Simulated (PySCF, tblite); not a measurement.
# C₅H₁₂BNO₂: geometry, infrared bands and NMR shifts

Wanted: the infrared bands and NMR shifts of C₅H₁₂BNO₂ (`CCB(NC(C)=O)OC`), by calculation.

Computed with tblite 0.8.0 and PySCF 2.14.0, with density-fitted response routines of our own, on a single molecule in the gas phase. Atoms count from 0, in the outputs and in this text.

### 1 The molecule as given

21 atoms, charge 0, multiplicity 1; geometry from: force field or distance geometry start.

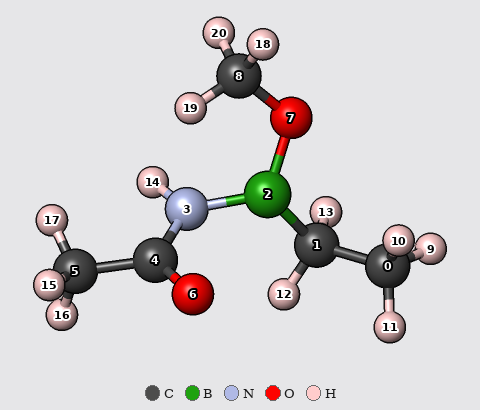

The starting geometry (carbon dark grey, boron green, nitrogen light blue, oxygen red, hydrogen pink), atoms numbered; sticks join atoms by distance.

### 2 Optimising the geometry with GFN2-xTB

What the job is given:

```
{"job": {"kind": "relax", "xc": "GFN2-xTB", "basis": "xTB"}, "charge": 0, "multiplicity": 1}
C     -2.815000    -1.009400    -0.364900
C     -1.704100    -0.741000     0.591200
B     -0.627500     0.300300     0.051500
N      0.813800     0.011800     0.379600
C      1.604100    -0.795900    -0.485100
C      3.011900    -1.033600    -0.075900
O      1.152100    -1.274800    -1.571700
O     -1.062100     1.706200     0.086000
C      0.003100     2.543500    -0.176600
H     -3.768100    -0.798500     0.230100
H     -2.787500    -0.401600    -1.286500
H     -2.824300    -2.115300    -0.567600
H     -1.159600    -1.679400     0.839400
H     -2.103200    -0.279800     1.542100
H      1.245700     0.385400     1.267500
H      3.706100    -1.150700    -0.918000
H      3.089800    -1.936900     0.587400
H      3.320300    -0.170900     0.531800
H     -0.233100     3.249300    -1.017400
H      0.949900     1.990400    -0.350500
H      0.178900     3.218100     0.707000
```

Launch:

```console
$ OMP_NUM_THREADS=1 python probes_run.py task.json out
```

The driver reads the jobs from task.json and runs them one after another.

The log of the run:

```text
step      E/eV     max force
  0    -792.40447    3.994
  1    -793.10136    3.956
  2    -793.35635    1.945
  3    -793.49200    0.940
  4    -793.56233    0.669
  5    -793.58434    0.596
  6    -793.63848    0.507
  7    -793.65901    0.345
  8    -793.67786    0.274
  9    -793.68845    0.197
 10    -793.69695    0.250
 11    -793.70298    0.205
 12    -793.70829    0.148
 13    -793.71240    0.146
 14    -793.71584    0.107
 15    -793.71857    0.124
 16    -793.72078    0.103
 17    -793.72288    0.112
 18    -793.72539    0.130
 19    -793.72875    0.192
 20    -793.73314    0.213
 21    -793.73845    0.201
 22    -793.74481    0.211
 23    -793.75242    0.235
 24    -793.76073    0.277
 25    -793.76872    0.225
 26    -793.77553    0.189
 27    -793.78149    0.158
 28    -793.78662    0.142
 29    -793.79027    0.121
 30    -793.79283    0.098
 31    -793.79514    0.109
 32    -793.79727    0.108
 33    -793.79899    0.094
 34    -793.80048    0.093
 35    -793.80220    0.104
 36    -793.80469    0.136
 37    -793.80781    0.149
 38    -793.81166    0.141
 39    -793.81566    0.170
 40    -793.81948    0.165
 41    -793.82375    0.188
 42    -793.82834    0.227
 43    -793.83464    0.184
 44    -793.84070    0.135
 45    -793.84568    0.139
 46    -793.85099    0.205
 47    -793.85677    0.168
 48    -793.86100    0.276
 49    -793.86615    0.173
 50    -793.87089    0.191
 51    -793.87880    0.229
 52    -793.88351    0.162
 53    -793.88756    0.147
 54    -793.89139    0.156
 55    -793.89561    0.208
 56    -793.90147    0.210
 57    -793.90683    0.243
 58    -793.91220    0.174
 59    -793.91733    0.179
 60    -793.92167    0.249
 61    -793.92602    0.212
 62    -793.93008    0.235
 63    -793.93578    0.172
 64    -793.93952    0.182
 65    -793.94446    0.184
 66    -793.94787    0.134
 67    -793.95178    0.172
 68    -793.95700    0.198
 69    -793.96328    0.265
 70    -793.97253    0.215
 71    -793.97987    0.204
 72    -793.98360    0.128
 73    -793.98775    0.211
 74    -793.99178    0.133
 75    -793.99428    0.287
 76    -793.99588    0.246
 77    -793.99843    0.158
 78    -794.00103    0.156
 79    -794.00424    0.218
 80    -794.00815    0.223
 81    -794.01200    0.186
 82    -794.01543    0.121
 83    -794.01812    0.152
 84    -794.02106    0.186
 85    -794.02510    0.192
 86    -794.02988    0.200
 87    -794.03437    0.157
 88    -794.03951    0.215
 89    -794.04313    0.202
 90    -794.04688    0.179
 91    -794.05027    0.264
 92    -794.05507    0.199
 93    -794.06023    0.180
 94    -794.06480    0.191
 95    -794.06973    0.142
 96    -794.07502    0.206
 97    -794.08311    0.227
 98    -794.09067    0.257
 99    -794.09634    0.168
100    -794.09923    0.298
101    -794.10313    0.173
102    -794.10857    0.147
103    -794.11283    0.118
104    -794.11454    0.092
105    -794.11521    0.067
106    -794.11606    0.064
107    -794.11696    0.082
108    -794.11780    0.081
109    -794.11842    0.058
110    -794.11893    0.052
111    -794.11942    0.051
112    -794.11976    0.055
113    -794.12016    0.047
114    -794.12060    0.043
115    -794.12119    0.054
116    -794.12190    0.051
117    -794.12266    0.068
118    -794.12351    0.082
119    -794.12436    0.071
120    -794.12513    0.081
121    -794.12579    0.050
122    -794.12640    0.062
123    -794.12691    0.073
124    -794.12769    0.092
125    -794.12859    0.086
126    -794.12955    0.073
127    -794.13055    0.070
128    -794.13153    0.064
129    -794.13234    0.053
130    -794.13289    0.055
131    -794.13328    0.058
132    -794.13363    0.056
133    -794.13401    0.056
134    -794.13443    0.048
135    -794.13483    0.047
136    -794.13532    0.058
137    -794.13608    0.072
138    -794.13718    0.081
139    -794.13844    0.089
140    -794.13946    0.114
141    -794.14027    0.135
142    -794.14143    0.071
143    -794.14294    0.060
144    -794.14450    0.080
145    -794.14601    0.105
146    -794.14698    0.075
147    -794.14787    0.065
148    -794.14874    0.063
149    -794.14958    0.073
150    -794.15033    0.047
151    -794.15071    0.047
152    -794.15107    0.036
153    -794.15135    0.034
154    -794.15159    0.029
155    -794.15179    0.023
156    -794.15195    0.023
157    -794.15214    0.030
158    -794.15233    0.039
159    -794.15257    0.038
160    -794.15284    0.038
161    -794.15314    0.042
162    -794.15350    0.045
163    -794.15402    0.056
164    -794.15479    0.059
165    -794.15578    0.072
166    -794.15684    0.096
167    -794.15722    0.113
168    -794.15861    0.084
169    -794.15961    0.072
170    -794.16122    0.067
171    -794.16204    0.065
172    -794.16303    0.062
173    -794.16364    0.069
174    -794.16400    0.050
175    -794.16445    0.040
176    -794.16481    0.053
177    -794.16521    0.048
178    -794.16562    0.047
179    -794.16608    0.037
180    -794.16645    0.035
181    -794.16673    0.030
182    -794.16693    0.033
183    -794.16706    0.039
184    -794.16719    0.036
185    -794.16737    0.030
186    -794.16761    0.035
187    -794.16806    0.042
188    -794.16867    0.046
189    -794.16953    0.048
190    -794.17037    0.087
191    -794.17082    0.184
192    -794.17179    0.160
193    -794.17317    0.080
194    -794.17430    0.041
195    -794.17334    0.395
196    -794.17616    0.082
197    -794.17680    0.050
198    -794.17694    0.156
199    -794.17766    0.045
200    -794.17792    0.040
201    -794.17853    0.037
202    -794.17869    0.038
203    -794.17884    0.027
204    -794.17904    0.021
205    -794.17916    0.024
206    -794.17927    0.030
207    -794.17940    0.034
208    -794.17956    0.025
209    -794.17966    0.018
210    -794.17975    0.023
211    -794.17981    0.021
212    -794.17989    0.038
213    -794.17999    0.031
214    -794.18020    0.029
215    -794.18037    0.032
216    -794.18067    0.029
217    -794.18108    0.044
218    -794.18172    0.057
219    -794.18262    0.074
220    -794.18385    0.082
221    -794.18521    0.236
222    -794.18574    0.169
223    -794.18729    0.133
224    -794.18805    0.119
225    -794.18889    0.110
226    -794.18966    0.072
227    -794.19041    0.098
228    -794.19156    0.116
229    -794.19233    0.070
230    -794.19304    0.050
231    -794.19362    0.054
232    -794.19395    0.052
233    -794.19349    0.136
234    -794.19456    0.056
235    -794.19464    0.044
236    -794.19486    0.023
237    -794.19507    0.031
238    -794.19521    0.033
239    -794.19537    0.029
240    -794.19551    0.031
241    -794.19566    0.037
242    -794.19582    0.028
243    -794.19597    0.033
244    -794.19617    0.037
245    -794.19642    0.040
246    -794.19669    0.043
247    -794.19693    0.033
248    -794.19713    0.036
249    -794.19731    0.036
250    -794.19751    0.032
251    -794.19767    0.031
252    -794.19783    0.024
253    -794.19798    0.028
254    -794.19814    0.025
255    -794.19824    0.020
256    -794.19833    0.018
257    -794.19840    0.019
258    -794.19845    0.013
259    -794.19848    0.012
260    -794.19851    0.010
261    -794.19854    0.012
262    -794.19857    0.012
263    -794.19859    0.010
```

Run time: 3.2 s. Hardware: 1 thread of Arm Neoverse N1, shared host; peak memory 0.18 GiB.

Step by step: (not every step is listed)

| step | energy from step 0 (eV) | largest force (eV/Å) |
| --- | --- | --- |
| 0 | 0.0000 | 3.9935 |
| 1 | -0.6969 | 3.9559 |
| 2 | -0.9519 | 1.9451 |
| 3 | -1.0875 | 0.9396 |
| 4 | -1.1579 | 0.6694 |
| 5 | -1.1799 | 0.5960 |
| 6 | -1.2340 | 0.5075 |
| 7 | -1.2545 | 0.3448 |
| 8 | -1.2734 | 0.2740 |
| 33 | -1.3945 | 0.0936 |
| 58 | -1.5077 | 0.1743 |
| 83 | -1.6137 | 0.1524 |
| 108 | -1.7133 | 0.0813 |
| 133 | -1.7295 | 0.0563 |
| 158 | -1.7479 | 0.0387 |
| 183 | -1.7626 | 0.0393 |
| 208 | -1.7751 | 0.0255 |
| 233 | -1.7890 | 0.1358 |
| 258 | -1.7940 | 0.0128 |
| 259 | -1.7940 | 0.0117 |
| 260 | -1.7940 | 0.0105 |
| 261 | -1.7941 | 0.0115 |
| 262 | -1.7941 | 0.0117 |
| 263 | -1.7941 | 0.0097 |

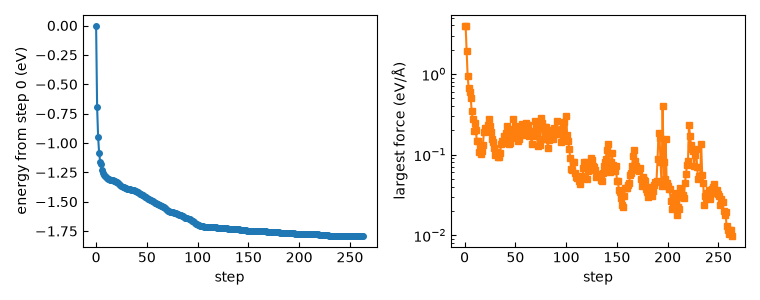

Energy and force, step by step.

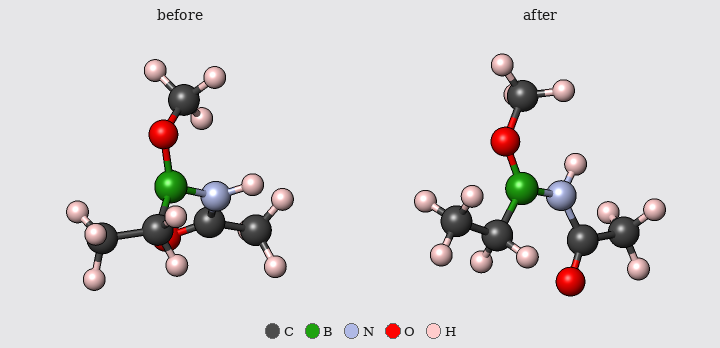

The geometry before (left) and after (right).

Distances of close pairs at the start and the end, largest changes first:

| bond | before (Å) | after (Å) | change (Å) |
| --- | --- | --- | --- |
| B2–O7 | 1.472 | 1.344 | -0.128 |
| C4–O6 | 1.271 | 1.206 | -0.064 |
| C0–H9 | 1.143 | 1.088 | -0.055 |
| B2–N3 | 1.506 | 1.451 | -0.055 |
| N3–C4 | 1.423 | 1.372 | -0.051 |
| N3–H14 | 1.056 | 1.011 | -0.045 |
| C0–C1 | 1.490 | 1.529 | +0.038 |
| C1–H13 | 1.130 | 1.092 | -0.038 |

The next job starts from the end point, and lists it.

### 3 Harmonic vibrations with GFN2-xTB

What the job is given:

```
{"job": {"kind": "ir", "xc": "GFN2-xTB", "basis": "xTB"}, "charge": 0, "multiplicity": 1}
C     -2.983329    -0.549150    -0.128263
C     -1.526786    -0.975340     0.054018
B     -0.474417     0.205430    -0.078400
N      0.948778    -0.033666     0.070227
C      1.592747    -1.217051     0.327924
C      3.099532    -1.069091     0.438632
O      1.027746    -2.274979     0.458088
O     -0.929495     1.444323    -0.329693
C     -0.145350     2.601370    -0.476734
H     -3.649860    -1.402745    -0.026446
H     -3.256912     0.195617     0.614405
H     -3.129571    -0.111014    -1.111933
H     -1.285007    -1.756726    -0.669394
H     -1.409478    -1.454025     1.028472
H      1.570874     0.758500    -0.017047
H      3.505695    -0.656886    -0.482734
H      3.544031    -2.042373     0.622914
H      3.345661    -0.400935     1.261505
H     -0.827110     3.436345    -0.645706
H      0.529682     2.517391    -1.334552
H      0.443649     2.801948     0.424247
```

The log of the run:

```text
mode    cm-1     km/mol
  1      39.5      5.70
  2      64.2      2.26
  3     104.0      0.01
  4     108.6      0.00
  5     125.7      2.45
  6     140.0      0.35
  7     148.7      0.48
  8     163.6      3.44
  9     213.7      1.12
 10     242.5      5.83
 11     315.1      0.93
 12     411.7      0.05
 13     451.7      4.00
 14     499.0     13.29
 15     574.3     17.76
 16     623.1     16.29
 17     651.1     74.90
 18     712.7      1.83
 19     762.2     73.23
 20     945.9     74.06
 21     994.9     10.25
 22     995.2      1.79
 23     996.1      0.79
 24    1001.7     43.69
 25    1061.7     13.99
 26    1085.4      7.06
 27    1121.8      0.77
 28    1143.2     17.58
 29    1169.7    169.26
 30    1196.6    248.51
 31    1231.2      4.35
 32    1287.8    182.12
 33    1318.5     31.56
 34    1367.2     28.96
 35    1374.1    765.93
 36    1407.3      7.53
 37    1413.0     22.82
 38    1458.4      2.51
 39    1471.5      8.79
 40    1473.7      3.02
 41    1482.3      0.17
 42    1484.8      5.44
 43    1502.3      1.49
 44    1509.4      5.28
 45    1768.0    423.22
 46    2926.2     43.87
 47    2936.1     38.67
 48    2969.3     22.11
 49    2992.1     15.42
 50    2994.9     21.22
 51    3023.8     17.91
 52    3026.2      5.08
 53    3026.6     56.67
 54    3040.5     51.01
 55    3046.9     32.93
 56    3068.9      8.91
 57    3425.0      0.68
```

It took 1.3 s on 1 thread of Arm Neoverse N1, shared host; peak memory 0.18 GiB.

Which atoms move in the most intense modes:

| cm⁻¹ | km/mol | atoms |
| --- | --- | --- |
| 651 | 74.9 | H14 84 %, N3 11 % |
| 762 | 73.2 | H13 21 %, H12 21 %, B2 18 %, C1 17 % |
| 946 | 74.1 | N3 23 %, C5 22 %, C4 16 %, O6 16 % |
| 1170 | 169.3 | B2 42 % |
| 1197 | 248.5 | H14 39 %, C4 22 % |
| 1288 | 182.1 | B2 41 %, O7 26 %, C4 13 % |
| 1374 | 765.9 | H14 39 %, N3 31 %, C4 16 % |
| 1768 | 423.2 | C4 63 %, O6 34 % |

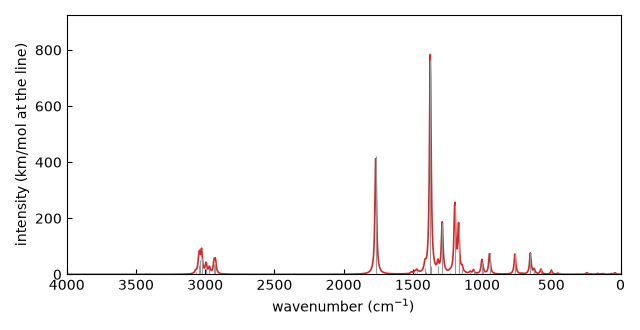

The infrared spectrum from these modes, unscaled. Lines are broadened to a width of 14 cm⁻¹ (Lorentzian).

### 4 Shielding tensors: PBE0/pcSseg-1

The job, as its differences from that of step 3:

```diff
@@ -1,2 +1,2 @@
-{"job": {"kind": "ir", "xc": "GFN2-xTB", "basis": "xTB"}, "charge": 0, "multiplicity": 1}
+{"job": {"kind": "nmr", "xc": "PBE0", "basis": "pcSseg-1"}, "charge": 0, "multiplicity": 1}
 C     -2.983329    -0.549150    -0.128263
```

Method: GIAO PBE0/pcSseg-1 NMR shielding, non-relativistic, gas phase.

The log of the run:

```text
coarse grid: 17192 points
cycle   1  E = -427.0877668137  dE =  1.211e+00  |g| = 1.026e+00  |ddm| = 3.873e+00
cycle   2  E = -426.5808756279  dE =  5.069e-01  |g| = 1.921e+00  |ddm| = 2.651e+00
cycle   3  E = -427.2826466400  dE = -7.018e-01  |g| = 2.847e-01  |ddm| = 2.031e+00
cycle   4  E = -427.2986158991  dE = -1.597e-02  |g| = 8.668e-02  |ddm| = 2.566e-01
cycle   5  E = -427.2998255879  dE = -1.210e-03  |g| = 3.079e-02  |ddm| = 6.970e-02
cycle   6  E = -427.3000067783  dE = -1.812e-04  |g| = 6.520e-03  |ddm| = 2.361e-02
cycle   7  E = -427.3000138822  dE = -7.104e-06  |g| = 2.102e-03  |ddm| = 5.147e-03
final grid: 165120 points
cycle   8  E = -427.3700339077  dE = -3.734e-05  |g| = 1.702e-02  |ddm| = 3.447e-02
cycle   9  E = -427.3699214651  dE =  1.124e-04  |g| = 2.997e-02  |ddm| = 3.006e-02
cycle  10  E = -427.3700880052  dE = -1.665e-04  |g| = 3.624e-03  |ddm| = 2.126e-02
cycle  11  E = -427.3700906414  dE = -2.636e-06  |g| = 4.553e-04  |ddm| = 2.780e-03
cycle  12  E = -427.3700906707  dE = -2.933e-08  |g| = 2.292e-04  |ddm| = 4.452e-04
cycle  13  E = -427.3700906804  dE = -9.749e-09  |g| = 3.757e-05  |ddm| = 1.882e-04
cycle  14  E = -427.3700906808  dE = -3.215e-10  |g| = 9.864e-06  |ddm| = 4.242e-05
converged SCF energy = -427.3700906808

GIAO shielding tensors (ppm)
atom      isotropic    diamagn.    paramagn.     s11        s22        s33       span
  0 C      177.197     245.517     -68.320    172.325    174.231    185.035     12.710
  1 C      171.530     254.506     -82.976    160.969    172.712    180.909     19.940
  2 B       68.095     198.923    -130.828     37.426     71.435     95.423     57.997
  3 N      113.529     333.549    -220.020     -6.830    172.772    174.644    181.474
  4 C       12.702     245.314    -232.612    -86.531     32.223     92.414    178.945
  5 C      159.692     251.705     -92.013    129.893    154.795    194.388     64.495
  6 O     -154.791     403.775    -558.565   -530.999   -255.800    322.428    853.427
  7 O      234.919     395.955    -161.036    115.227    223.575    365.954    250.727
  8 C      134.757     245.887    -111.130    107.902    111.938    184.431     76.529
  9 H       30.746      28.064       2.682     25.511     28.607     38.120     12.610
 10 H       30.852      30.426       0.426     26.353     29.455     36.750     10.397
 11 H       30.852      30.415       0.437     26.353     29.447     36.755     10.402
 12 H       30.278      34.398      -4.121     24.676     30.647     35.509     10.833
 13 H       30.320      34.424      -4.104     24.764     30.691     35.504     10.740
 14 H       26.201      38.792     -12.590     20.815     26.284     31.505     10.690
 15 H       29.671      29.370       0.301     26.113     29.307     33.592      7.479
 16 H       29.910      27.166       2.745     26.022     28.183     35.525      9.503
 17 H       29.628      29.326       0.302     26.130     29.189     33.566      7.436
 18 H       27.539      28.262      -0.723     23.058     26.057     33.501     10.443
 19 H       28.071      30.932      -2.861     24.450     25.890     33.874      9.424
 20 H       28.079      31.076      -2.997     24.378     26.066     33.793      9.415
```

Wall time 77 s (1 thread of Arm Neoverse N1, shared host); peak memory 1.1 GiB.

The references, computed at this level on geometries of the same kind, shield at (ppm): 1H TMS 31.72, 13C TMS 186.9, 15N NH3 267.7, 17O H2O 336.1, 11B BF3·OEt2 100.1. Their shielding less the atom's gives the shift. The references are single molecules in the gas phase, so shifts against H2O, NH3, PH3, H3PO4 or CFCl3 are not on the usual liquid scales and can be off by tens of ppm. Atoms listed in one row are averaged.

| atoms | environment | σ (ppm) | δ (ppm) | δ scaled to CDCl3 |
| --- | --- | --- | --- | --- |
| C4 | amide carbonyl carbon | 12.7 | 174.2 | 168.1 |
| C8 | methyl carbon bonded to O | 134.8 | 52.2 | 49.0 |
| C5 | methyl carbon α to a carbonyl | 159.7 | 27.2 | 24.7 |
| C1 | sp3 CH2 bonded to B | 171.5 | 15.4 | 13.1 |
| C0 | methyl carbon | 177.2 | 9.7 | 7.6 |
| H14 | hydrogen on an amide-type nitrogen | 26.20 | 5.52 | – |
| H18, H19, H20 | hydrogen on a methyl carbon bonded to O | 27.90 | 3.82 | 3.71 |
| H15, H16, H17 | hydrogen on a methyl carbon α to a carbonyl | 29.74 | 1.98 | 1.97 |
| H12, H13 | hydrogen on an sp3 CH2 bonded to B | 30.30 | 1.42 | 1.44 |
| H9, H10, H11 | hydrogen on a methyl carbon | 30.82 | 0.90 | 0.95 |
| B2 | boron bonded to C, N, O | 68.1 | 32.0 | – |
| N3 | amide-type nitrogen | 113.5 | 154.2 | – |
| O6 | amide-type carbonyl oxygen | -154.8 | 490.9 | – |
| O7 | oxygen bonded to C, B | 234.9 | 101.2 | – |

The scaled column applies a straight-line fit of computed shieldings to shifts measured in CDCl3 (root-mean-square error 0.16 ppm for H, 1.9 ppm for C).

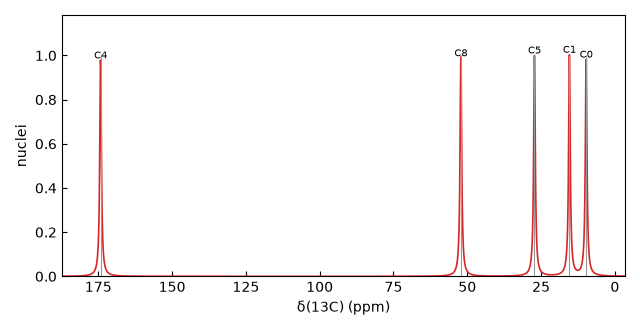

13C lines at the computed shifts, without couplings. Lines are broadened to a width of 0.66 ppm (Lorentzian).

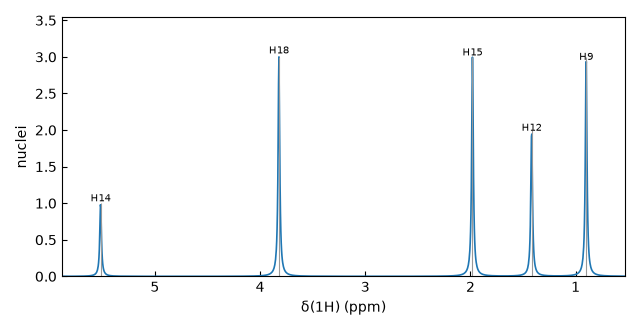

1H lines at the computed shifts, without couplings. Lines are broadened to a width of 0.02 ppm (Lorentzian).

The run also stored atomic charges by several schemes (e):

| atoms | Mulliken | IAO | Hirshfeld | ESP fit |
| --- | --- | --- | --- | --- |
| C0 | -0.25 | -0.41 | -0.13 | -0.37 |
| C1 | -0.50 | -0.41 | -0.15 | -0.11 |
| B2 | 0.62 | 0.42 | 0.23 | 0.59 |
| N3 | -0.53 | -0.42 | -0.17 | -0.77 |
| C4 | 0.34 | 0.46 | 0.19 | 0.82 |
| C5 | -0.28 | -0.48 | -0.13 | -0.60 |
| O6 | -0.40 | -0.46 | -0.25 | -0.58 |
| O7 | -0.49 | -0.38 | -0.16 | -0.31 |
| C8 | -0.04 | -0.21 | -0.03 | -0.24 |

Hirshfeld charges:

C0 -0.13; C1 -0.15; B2 0.23; N3 -0.17; C4 0.19; C5 -0.13; O6 -0.25; O7 -0.16; C8 -0.03; H9 0.03; H10 0.03; H11 0.03; H12 0.03; H13 0.03; H14 0.12; H15 0.05; H16 0.05; H17 0.05; H18 0.06; H19 0.04; H20 0.04

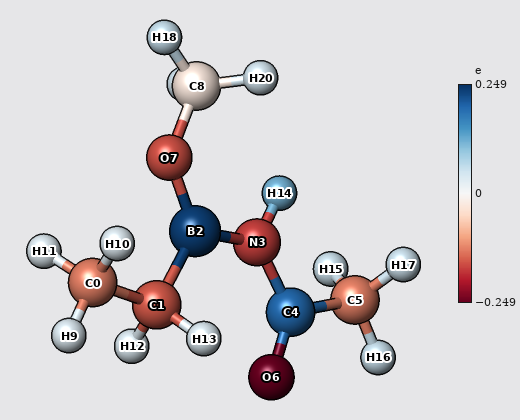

Hirshfeld charges, as colours on the atoms.

Mayer bond orders: C0–C1 1.06, C1–B2 0.99, B2–N3 1.02, N3–C4 1.09, C4–C5 0.99, C4–O6 2.00, B2–O7 1.19, O7–C8 0.90.

### 5 Outcome

```
                                                              quantity                             value
                             strongest single infrared mode (GFN2-xTB)             1374 cm⁻¹, 766 km/mol
                                          zero-point energy (GFN2-xTB)                    108.8 kcal/mol
                                13C shifts against TMS (PBE0/pcSseg-1)  174.2, 52.2, 27.2, 15.4, 9.7 ppm
1H shifts against TMS (PBE0/pcSseg-1, means over atoms taken as alike)  5.52, 3.82, 1.98, 1.42, 0.90 ppm
                           11B shifts against BF3·OEt2 (PBE0/pcSseg-1)                          32.0 ppm
                                15N shifts against NH3 (PBE0/pcSseg-1)                         154.2 ppm
                                17O shifts against H2O (PBE0/pcSseg-1)                  490.9, 101.2 ppm
```

**Reading.** Over 263 steps the energy fell by 1.794 eV; of the close pairs, B2–O7 changed most, 1.472 to 1.344 Å. No mode is imaginary among the 57: a minimum at this level. The strongest single mode, at 1374 cm⁻¹, is carried by H14, N3, C4. Unscaled tight-binding wavenumbers are off by several per cent, some by more. Its intensities can rank the bands wrongly. At PBE0/pcSseg-1: The largest span, 853 ppm, is at O6, where the paramagnetic term is -559 ppm.
